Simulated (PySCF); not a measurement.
**CH5ClSSi (SMILES C[SiH](S)Cl) at 6 levels**

Aim: a comparison of 6 runs (HF/3-21G, HF/def2-SVP, PBE0/def2-SVP, PBE/cc-pVTZ, MP2/6-31G, MP2/def2-SVPD) of CH5ClSSi. The job is set up through a Python script.

The results are computed with PySCF 2.14.0.

## 1. The system as given

The species is CH5ClSSi (9 atoms), meant as a singlet with charge 0. SMILES: `C[SiH](S)Cl`. Geometry: relaxed at PBE0-D4/def2-TZVP. This is one conformer, not always the lowest.

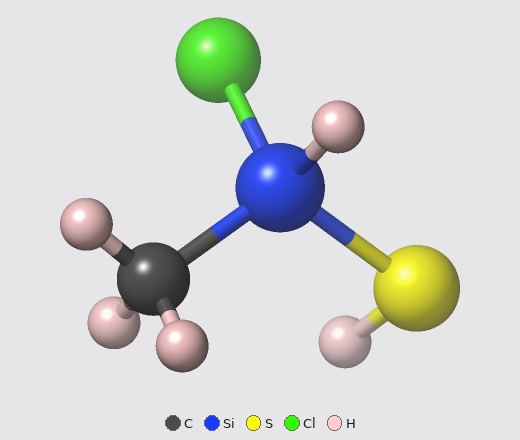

The structure, seen from a chosen angle (carbon dark grey, silicon blue, sulfur yellow, chlorine green, hydrogen pink).

## 2. Energy and forces at HF/3-21G (run 1)

job.py

```python
from pyscf import gto, scf

molecule = gto.Mole()
molecule.atom = '''
C   -0.274200   1.016100  -0.538000
Si   0.059000  -0.772900  -0.179600
S    1.538300  -1.045300   1.324800
Cl  -1.729000  -1.652100   0.352100
H    0.644700   1.511900  -0.858200
H   -0.651800   1.523200   0.352700
H   -1.023000   1.110000  -1.327900
H    0.585300  -1.511200  -1.349400
H    0.939300  -0.226000   2.206500
'''
molecule.spin = 0
molecule.verbose = 4
molecule.basis = '3-21g'
molecule.max_memory = 1860
molecule.build()

hf = scf.RHF(molecule)
hf.conv_tol = 1e-10
hf.kernel()
if not hf.converged:
    hf = hf.newton().run(hf.mo_coeff, hf.mo_occ)

energy = hf.e_tot
print(f'total energy: {energy:.8f} hartree')
grad = hf.nuc_grad_method().kernel()
hf.analyze()
```

Run with:

```sh
$ OMP_NUM_THREADS=1 python job.py
```

Output:

```text
PySCF version 2.14.0

[... 80 lines left out ...]
Two-electron Energy =                  723.372301669443573
[... 7 lines left out ...]
MO #4   energy= -11.1897125302363  occ= 2
[... 5 lines left out ...]
MO #10  energy= -6.60267130205256  occ= 2
[... 5 lines left out ...]
MO #16  energy= -4.28803038276543  occ= 2
[... 5 lines left out ...]
MO #22  energy= -0.601135798419651 occ= 2
[... 5 lines left out ...]
MO #28  energy= -0.438102478094722 occ= 2
[... 5 lines left out ...]
MO #34  energy= 0.248295018598503  occ= 0
[... 5 lines left out ...]
MO #40  energy= 0.519447722152212  occ= 0
[... 5 lines left out ...]
MO #46  energy= 0.847653777205296  occ= 0
[... 5 lines left out ...]
MO #52  energy= 1.06702585314823   occ= 0
[... 5 lines left out ...]
MO #58  energy= 1.97665344188567   occ= 0
[... 31 lines left out ...]
pop of  2 S 3px           1.59748
pop of  2 S 3py           1.67209
pop of  2 S 3pz           1.27078
pop of  2 S 4px           0.00153
pop of  2 S 4py           0.00412
pop of  2 S 4pz           0.00776
pop of  3 Cl 1s           1.99999
pop of  3 Cl 2s           1.99967
pop of  3 Cl 3s           1.86637
pop of  3 Cl 4s           0.00348
pop of  3 Cl 2px          1.99989
pop of  3 Cl 2py          1.99992
pop of  3 Cl 2pz          1.99993
pop of  3 Cl 3px          1.65176
pop of  3 Cl 3py          1.88530
pop of  3 Cl 3pz          1.92438
pop of  3 Cl 4px          0.00166
pop of  3 Cl 4py          0.00194
pop of  3 Cl 4pz          0.00202
pop of  4 H 1s            0.86816
pop of  4 H 2s            0.00892
pop of  5 H 1s            0.87379
pop of  5 H 2s            0.00894
pop of  6 H 1s            0.86606
pop of  6 H 2s            0.00906
pop of  7 H 1s            1.09131
pop of  7 H 2s            0.00262
pop of  8 H 1s            0.91394
pop of  8 H 2s            0.00637
 ** Mulliken atomic charges  **
charge of    0C =     -0.54669
charge of    1Si =      0.80511
charge of    2S =     -0.27294
charge of    3Cl =     -0.33630
charge of    4H =      0.12292
charge of    5H =      0.11727
charge of    6H =      0.12487
charge of    7H =     -0.09394
charge of    8H =      0.07969
Dipole moment(X, Y, Z, Debye):  0.42985,  2.98901, -1.16293
```

Wall time 6 s (1 thread of Intel Xeon at 2.50GHz (Skylake/Cascade Lake), shared host); peak memory 0.13 GiB.

## 3. Energy and gradient at HF/def2-SVP (run 2)

job.py

```python
from pyscf import gto

system = gto.M(
    atom='''
C     -0.274200     1.016100    -0.538000
Si     0.059000    -0.772900    -0.179600
S      1.538300    -1.045300     1.324800
Cl    -1.729000    -1.652100     0.352100
H      0.644700     1.511900    -0.858200
H     -0.651800     1.523200     0.352700
H     -1.023000     1.110000    -1.327900
H      0.585300    -1.511200    -1.349400
H      0.939300    -0.226000     2.206500
''',
    basis='def2-svp',
    verbose=3,
    max_memory=1860,
)

hf = system.RHF()
hf.conv_tol = 1e-10
hf.kernel()
if not hf.converged:
    hf = hf.newton().run(hf.mo_coeff, hf.mo_occ)

energy = hf.e_tot
print('E = %.10f Eh' % energy)
grad = hf.nuc_grad_method().kernel()
dip = hf.dip_moment()
pop, q = hf.mulliken_pop()
```

Run with:

```sh
$ OMP_NUM_THREADS=1 python job.py
```

Output:

```text
converged SCF energy = -1186.44785692814
E = -1186.4478569281 Eh
--------------- RHF gradients ---------------
         x                y                z
0 C     0.0002635392    -0.0042310739     0.0006451049
1 Si    -0.0053261459     0.0057668314     0.0096834595
2 S     0.0000750883    -0.0039150769    -0.0071798096
3 Cl     0.0067194050     0.0031239680    -0.0023531447
4 H     0.0006698631    -0.0005597559     0.0000454440
5 H     0.0000695683    -0.0005454772     0.0006816097
6 H    -0.0004080261    -0.0005571903    -0.0003885941
7 H     0.0016103340    -0.0021583343    -0.0018564996
8 H    -0.0036736260     0.0030761091     0.0007224299
----------------------------------------------
Dipole moment(X, Y, Z, Debye):  0.15420,  2.11541, -0.49317
 ** Mulliken pop  **
pop of  0 C 1s            1.98891
pop of  0 C 2s            0.84062
pop of  0 C 3s            0.32465
pop of  0 C 2px           0.67970
pop of  0 C 2py           0.70960
pop of  0 C 2pz           0.67687
pop of  0 C 3px           0.35954
pop of  0 C 3py           0.41087
pop of  0 C 3pz           0.36216
pop of  0 C 3dxy          0.00338
pop of  0 C 3dyz          0.00336
pop of  0 C 3dz^2         0.00431
pop of  0 C 3dxz          0.00799
pop of  0 C 3dx2-y2       0.00475
pop of  1 Si 1s           1.99941
pop of  1 Si 2s           1.99025
pop of  1 Si 3s           0.97988
pop of  1 Si 4s          -0.03155
pop of  1 Si 2px          1.97926
pop of  1 Si 2py          1.98146
pop of  1 Si 2pz          1.98035
pop of  1 Si 3px          0.34656
pop of  1 Si 3py          0.44466
pop of  1 Si 3pz          0.39097
pop of  1 Si 4px          0.16655
pop of  1 Si 4py          0.25097
pop of  1 Si 4pz          0.30290
pop of  1 Si 3dxy         0.06712
pop of  1 Si 3dyz         0.06247
pop of  1 Si 3dz^2        0.04988
pop of  1 Si 3dxz         0.08555
pop of  1 Si 3dx2-y2      0.08828
pop of  2 S 1s            1.99945
pop of  2 S 2s            1.99122
pop of  2 S 3s            1.16446
pop of  2 S 4s            0.68965
pop of  2 S 2px           1.98016
pop of  2 S 2py           1.98070
pop of  2 S 2pz           1.97802
pop of  2 S 3px           0.61079
pop of  2 S 3py           0.62709
pop of  2 S 3pz           0.53269
pop of  2 S 4px           0.96197
pop of  2 S 4py           1.01246
pop of  2 S 4pz           0.72808
pop of  2 S 3dxy          0.00974
pop of  2 S 3dyz          0.01461
pop of  2 S 3dz^2         0.00161
pop of  2 S 3dxz          0.02357
pop of  2 S 3dx2-y2       0.00660
pop of  3 Cl 1s           1.99946
pop of  3 Cl 2s           1.99147
pop of  3 Cl 3s           1.19444
pop of  3 Cl 4s           0.76707
pop of  3 Cl 2px          1.97928
pop of  3 Cl 2py          1.98124
pop of  3 Cl 2pz          1.98153
pop of  3 Cl 3px          0.65142
pop of  3 Cl 3py          0.71901
pop of  3 Cl 3pz          0.72869
pop of  3 Cl 4px          1.00746
pop of  3 Cl 4py          1.15772
pop of  3 Cl 4pz          1.17896
pop of  3 Cl 3dxy         0.00701
pop of  3 Cl 3dyz         0.00118
pop of  3 Cl 3dz^2        0.00289
pop of  3 Cl 3dxz         0.00405
pop of  3 Cl 3dx2-y2      0.00544
pop of  4 H 1s            0.73836
pop of  4 H 2s            0.16002
pop of  4 H 2px           0.01407
pop of  4 H 2py           0.00819
pop of  4 H 2pz           0.00508
pop of  5 H 1s            0.73846
pop of  5 H 2s            0.16407
pop of  5 H 2px           0.00576
pop of  5 H 2py           0.00836
pop of  5 H 2pz           0.01331
pop of  6 H 1s            0.73704
pop of  6 H 2s            0.15875
pop of  6 H 2px           0.01070
pop of  6 H 2py           0.00537
pop of  6 H 2pz           0.01137
pop of  7 H 1s            0.74991
pop of  7 H 2s            0.35820
pop of  7 H 2px           0.00171
pop of  7 H 2py           0.00309
pop of  7 H 2pz           0.00689
pop of  8 H 1s            0.70844
pop of  8 H 2s            0.17648
pop of  8 H 2px           0.00855
pop of  8 H 2py           0.01229
pop of  8 H 2pz           0.01265
 ** Mulliken atomic charges  **
charge of    0C =     -0.37671
charge of    1Si =      0.86505
charge of    2S =     -0.31288
charge of    3Cl =     -0.35834
charge of    4H =      0.07427
charge of    5H =      0.07005
charge of    6H =      0.07677
charge of    7H =     -0.11980
charge of    8H =      0.08160
```

Run time: 20 s. Hardware: 1 thread of Intel Xeon at 2.50GHz (Skylake/Cascade Lake), shared host; peak memory 0.19 GiB.

Runs 3 to 4 aren't shown in full; the table further down has their settings and results.

## 4. Energy and gradient at MP2/6-31G (run 5)

geometry.xyz

```xyz
9

C     -0.274200     1.016100    -0.538000
Si     0.059000    -0.772900    -0.179600
S      1.538300    -1.045300     1.324800
Cl    -1.729000    -1.652100     0.352100
H      0.644700     1.511900    -0.858200
H     -0.651800     1.523200     0.352700
H     -1.023000     1.110000    -1.327900
H      0.585300    -1.511200    -1.349400
H      0.939300    -0.226000     2.206500
```

run.py

```python
import pyscf.grad
from pyscf import gto, mp

system = gto.M(
    atom='geometry.xyz',
    basis='6-31g',
    max_memory=1860,
    verbose=4,
    charge=0,
)

myscf = system.RHF()
myscf.conv_tol = 1e-10
myscf.kernel()
if not myscf.converged:
    myscf = myscf.newton().run(myscf.mo_coeff, myscf.mo_occ)

pt = mp.MP2(myscf, frozen=16).run()
energy = pt.e_tot
print(f'total energy: {energy:.8f} hartree')
grad = pt.Gradients().kernel()
dip = myscf.dip_moment()
pop, q = myscf.mulliken_pop()
```

Run with:

```sh
$ OMP_NUM_THREADS=1 python run.py
```

Output:

```text
PySCF version 2.14.0

[... 63 lines left out ...]
converged SCF energy = -1186.64519507384
[... 8 lines left out ...]
total energy: -1186.87990121 hartree
[... 8 lines left out ...]
Dipole moment(X, Y, Z, Debye):  0.44155,  2.97230, -1.15387
[... 29 lines left out ...]
pop of  2 S 2pz           1.99177
pop of  2 S 3px           1.04838
pop of  2 S 3py           1.10317
pop of  2 S 3pz           0.92301
pop of  2 S 4px           0.49348
pop of  2 S 4py           0.52950
pop of  2 S 4pz           0.27792
pop of  3 Cl 1s           1.99970
pop of  3 Cl 2s           1.99846
pop of  3 Cl 3s           1.34320
pop of  3 Cl 4s           0.65395
pop of  3 Cl 2px          1.99295
pop of  3 Cl 2py          1.99419
pop of  3 Cl 2pz          1.99439
pop of  3 Cl 3px          1.10970
pop of  3 Cl 3py          1.24338
pop of  3 Cl 3pz          1.26097
pop of  3 Cl 4px          0.50881
pop of  3 Cl 4py          0.62709
pop of  3 Cl 4pz          0.65728
pop of  4 H 1s            0.51701
pop of  4 H 2s            0.27207
pop of  5 H 1s            0.51786
pop of  5 H 2s            0.27268
pop of  6 H 1s            0.51595
pop of  6 H 2s            0.26753
pop of  7 H 1s            0.50418
pop of  7 H 2s            0.63842
pop of  8 H 1s            0.50033
pop of  8 H 2s            0.44276
 ** Mulliken atomic charges  **
charge of    0C =     -0.86875
charge of    1Si =      0.98725
charge of    2S =     -0.28566
charge of    3Cl =     -0.38406
charge of    4H =      0.21093
charge of    5H =      0.20946
charge of    6H =      0.21652
charge of    7H =     -0.14260
charge of    8H =      0.05691
```

Wall time 28 s (1 thread of Intel Xeon at 2.50GHz (Skylake/Cascade Lake), shared host); peak memory 0.21 GiB.

## 5. Energy and forces at MP2/def2-SVPD (run 6)

calc.py

```python
# C[SiH](S)Cl
import pyscf.grad
from pyscf import gto, mp

mol = gto.M(
    atom='''
C     -0.274200     1.016100    -0.538000
Si     0.059000    -0.772900    -0.179600
S      1.538300    -1.045300     1.324800
Cl    -1.729000    -1.652100     0.352100
H      0.644700     1.511900    -0.858200
H     -0.651800     1.523200     0.352700
H     -1.023000     1.110000    -1.327900
H      0.585300    -1.511200    -1.349400
H      0.939300    -0.226000     2.206500
''',
    basis='def2-svpd',
    verbose=3,
    max_memory=1860,
    charge=0,
)

calc0 = mol.RHF()
calc0.conv_tol = 1e-10
calc0.kernel()
if not calc0.converged:
    calc0 = calc0.newton().run(calc0.mo_coeff, calc0.mo_occ)

pt = mp.MP2(calc0, frozen=16).run()
e_final = pt.e_tot
print('Final energy', e_final)
grad = pt.Gradients().kernel()
calc0.analyze()
```

Run with:

```sh
$ OMP_NUM_THREADS=1 python calc.py
```

Output:

```text
converged SCF energy = -1186.46539236237
[... 17 lines left out ...]
MO #6   energy= -8.96740386896827  occ= 2
[... 11 lines left out ...]
MO #18  energy= -0.987348296559867 occ= 2
[... 11 lines left out ...]
MO #30  energy= 0.0791364922481832 occ= 0
[... 11 lines left out ...]
MO #42  energy= 0.199013259627149  occ= 0
[... 11 lines left out ...]
MO #54  energy= 0.356474358218889  occ= 0
[... 11 lines left out ...]
MO #66  energy= 0.468286366762914  occ= 0
[... 11 lines left out ...]
MO #78  energy= 0.572396274578125  occ= 0
[... 11 lines left out ...]
MO #90  energy= 0.942766275437227  occ= 0
[... 11 lines left out ...]
MO #102 energy= 1.23551783596632   occ= 0
[... 11 lines left out ...]
MO #114 energy= 1.49560828495979   occ= 0
[... 11 lines left out ...]
MO #126 energy= 2.16911236600724   occ= 0
[... 11 lines left out ...]
MO #138 energy= 3.41258731807823   occ= 0
[... 10 lines left out ...]
Dipole moment(X, Y, Z, Debye):  0.24112,  2.02923, -0.56552
```

Wall time 2.2 min (1 thread of Intel Xeon at 2.50GHz (Skylake/Cascade Lake), shared host); peak memory 2 GiB.

## 6. All runs side by side

```tsv
run	level	integration grid	frozen core orbitals	energy (Eh)	dipole moment (D) of the reference	HOMO energy (eV)	LUMO energy (eV)	wall time
1	HF/3-21G	–	–	-1180.883985	3.24	-10.91	3.80	6 s
2	HF/def2-SVP	–	–	-1186.447857	2.18	-10.50	4.14	20 s
3	PBE0/def2-SVP	5	–	-1188.238747	2.11	-7.59	0.70	78 s
4	PBE/cc-pVTZ	5	–	-1188.585629	1.97	-6.46	-0.64	9.8 min
5	MP2/6-31G	–	16	-1186.879901	3.22	-10.84	3.62	28 s
6	MP2/def2-SVPD	–	16	-1187.007388	2.12	-10.57	2.15	2.2 min
```

## 7. Outcome

| quantity | value |
| --- | --- |
| run 6: total energy | -1187.00739 Eh |
| run 6: dipole moment (Hartree–Fock density) | 2.12 D |
| run 6: HOMO energy (Hartree–Fock orbitals) | -10.57 eV |
| run 6: LUMO energy (Hartree–Fock orbitals) | 2.15 eV |
| run 6: HOMO–LUMO gap (Hartree–Fock orbitals) | 12.73 eV |
| run 6: correlation energy (16 core orbitals frozen) | -542.0 mEh |
| run 6: largest force on an atom | 0.586 eV/Å |

**Reading.** Over runs 1, 2, 3, 4 the dipole moment (its size) runs from 1.97 D (PBE/cc-pVTZ) to 3.24 D (HF/3-21G). The two ends differ in method and basis. Over runs 1, 2, 3, 4 the HOMO–LUMO gap runs from 5.82 eV (PBE/cc-pVTZ) to 14.71 eV (HF/3-21G). Totals of different functionals can't be ranked against each other. All runs together took 14 min, the longest 9.8 min.
